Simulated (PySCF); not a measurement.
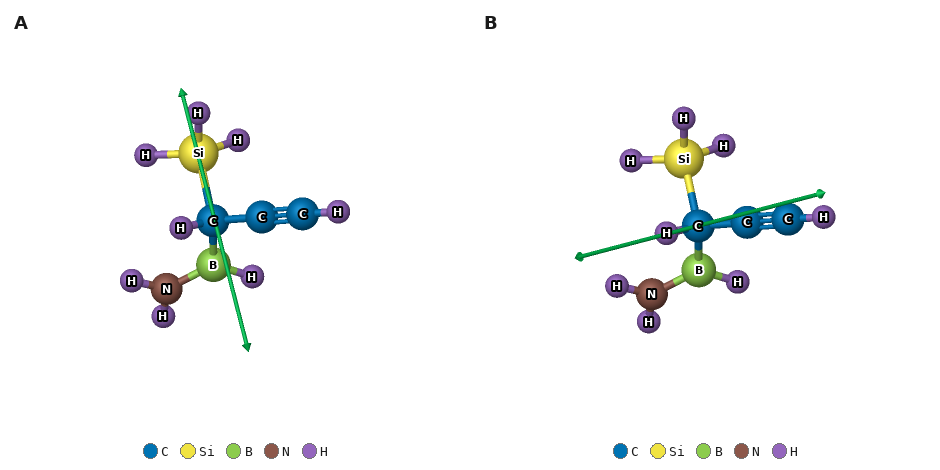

The double arrows show the directions of two transition dipoles from the ground state (lengths mean nothing). The geometry was computed by an optimisation with GFN2-xTB. No frequency run is at hand to confirm it as a minimum. Level of theory: TDDFT ωB97X-D/def2-SVPD, vertical, gas phase, core orbitals frozen in the response (PySCF 2.14.0).

> One belongs to singlet state 2 and one to singlet state 6. Which is which?

A: state 2, 6.63 eV (187 nm), oscillator strength 0.020, of mixed character, with the largest part HOMO → LUMO (weight 0.34).
B: state 6, 7.14 eV (174 nm), oscillator strength 0.036, of mixed character, with the largest part HOMO−1 → LUMO (weight 0.35).

The geometry is semi-empirical. Around B, Si such bond lengths and angles can be off by a tenth of an ångström or more and by several degrees, and values that hang on the shape move with them.
